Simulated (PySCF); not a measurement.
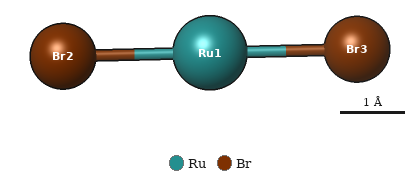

*The structure as given in the input (ball-and-stick view, seen at a tilt; atoms are numbered from 1 in the order of the input). Sticks mark near contacts.*

Bond lengths as drawn: Br–Ru 2.33 Å.

**Frequency calculation of RuBr2 (charge +1)**

System: RuBr2, charge +1, multiplicity 6.
Method: UKS-based PBE0, Ru def2-TZVP with ECP28, Br def2-TZVP; non-relativistic Hamiltonian with a scalar-relativistic core potential; density fitting (PySCF 2.14.0).

### Input file
```python
from pyscf import gto, scf, dft
mol = gto.M(atom='''
Ru    -0.000000     0.000000    -0.000000
Br    -0.000000     0.000000     2.329093
Br     0.000000    -0.000000    -2.329093''',
    basis={'Ru': 'def2-TZVP', 'Br': 'def2-TZVP'},
    ecp={'Ru': 'def2-TZVP'},
    charge=1, spin=5)
mf = dft.UKS(mol, xc='PBE0')
mf.grids.atom_grid = (75, 302)
aux = {'Ru': 'def2-universal-JKFIT', 'Br': 'def2-universal-JKFIT'}
mf = mf.density_fit(auxbasis=aux)
mf.conv_tol = 1e-09
mf.diis_space = 10
mf.max_cycle = 60
mf.verbose = 4
mf.kernel()
```

The script is an equivalent of the set-up of the self-consistent field. The run itself was carried out by a driver, which started from the orbitals of the step before it where there was one and computed the further properties.

Hardware: 4 threads of AMD EPYC (Zen 3), 32 GiB of memory available, shared host.

Launch command:
```bash
OMP_NUM_THREADS=4 python axn.py task.json out
```

### Output
```
init E= -5242.32419401299
  alpha nocc = 45  HOMO = -0.512455423671929  LUMO = -0.183922272705091
  beta  nocc = 40  HOMO = -0.511954978660649  LUMO = -0.404914307715757
  HOMO = -0.511954978661  LUMO = -0.404914307716  gap/eV = 2.91273
cycle= 1 E= -5242.32419401282  delta_E= 1.76e-10  |g|= 1.71e-05  |ddm|= 2.6e-05
  alpha nocc = 45  HOMO = -0.512455324355934  LUMO = -0.183921635272625
  beta  nocc = 40  HOMO = -0.511955134308218  LUMO = -0.404912007280661
  HOMO = -0.511955134308  LUMO = -0.404912007281  gap/eV = 2.91279
cycle= 2 E= -5242.32419401163  delta_E= 1.19e-09  |g|= 4.5e-05  |ddm|= 6.83e-05
  alpha nocc = 45  HOMO = -0.512455415157808  LUMO = -0.183922161111681
  beta  nocc = 40  HOMO = -0.511955019352483  LUMO = -0.404913885367069
  HOMO = -0.511955019352  LUMO = -0.404913885367  gap/eV = 2.91274
cycle= 3 E= -5242.32419401301  delta_E= -1.38e-09  |g|= 9.67e-07  |ddm|= 4.94e-05
  alpha nocc = 45  HOMO = -0.512455405841648  LUMO = -0.183922117997409
  beta  nocc = 40  HOMO = -0.511955026752559  LUMO = -0.404913734441369
  HOMO = -0.511955026753  LUMO = -0.404913734441  gap/eV = 2.91274
cycle= 4 E= -5242.32419401301  delta_E=    0  |g|= 2.54e-08  |ddm|= 7.39e-07
  alpha nocc = 45  HOMO = -0.512455402089344  LUMO = -0.183922117306463
  beta  nocc = 40  HOMO = -0.511955023583169  LUMO = -0.404913736972731
  HOMO = -0.511955023583  LUMO = -0.404913736973  gap/eV = 2.91274
Extra cycle  E= -5242.32419401301  delta_E= -4.55e-12  |g|= 3.06e-08  |ddm|= 3.59e-08
converged SCF energy = -5242.32419401301  <S^2> = 8.7621191  2S+1 = 6.0040383
```

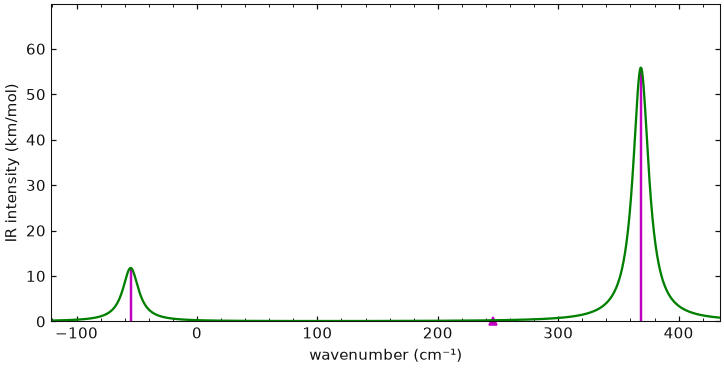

*Harmonic infrared spectrum, unscaled: sticks (degenerate modes added up, dark ones marked on the axis) with a Lorentzian envelope of 16 cm⁻¹ full width, scaled to the tallest stick; imaginary modes are drawn at negative wavenumbers.*

4 modes from 55i to 369 cm⁻¹, 2 imaginary beyond 8i (55i, 55i cm⁻¹): not a minimum. The strongest line is at 369 cm⁻¹ (56 km/mol). All modes, in cm⁻¹ (km/mol): 55i (5.9), 55i (5.9), 246 (0.0), 369 (56).

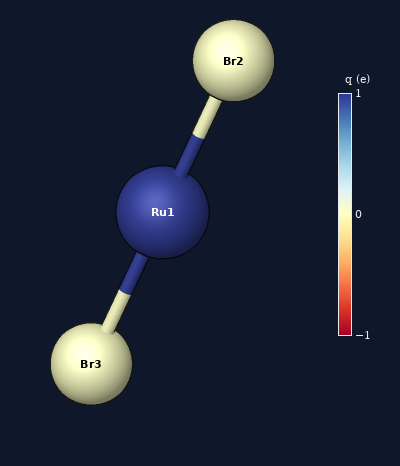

*Mulliken charges, as the colour of each atom (ball-and-stick view, seen at an oblique angle; atoms are numbered from 1 in the order of the input; Mulliken charges depend strongly on the basis).*

By element: Ru +0.97 and Br +0.02 e.

### Results in brief

| quantity | value |
| --- | --- |
| outcome | converged |
| total energy | −5242.324194 hartree |
| ⟨S²⟩ | 8.762 |
| zero-point energy | 0.001400 hartree |
| wavenumbers, lowest and highest | 55i and 369 cm⁻¹ |
| wall time | 52 s (CPU time 3.1 min) |
| peak memory | 1.2 GiB |
